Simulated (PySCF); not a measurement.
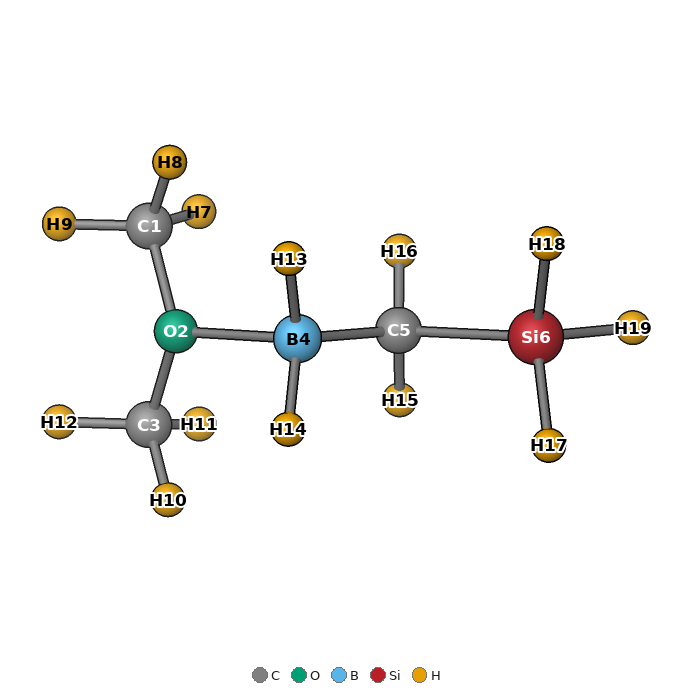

Numbered structure. The geometry was computed by an optimisation with PBE0-D3(BJ)/def2-SVP. No frequency run is at hand to confirm it as a minimum.

Which atoms are bonded, and how long are the bonds? Leave out bonds to hydrogen.

```csv
bond,length (Å),order
C1–O2,1.418,single
O2–C3,1.418,single
O2–B4,1.672,single
B4–C5,1.605,single
C5–Si6,1.876,single
```
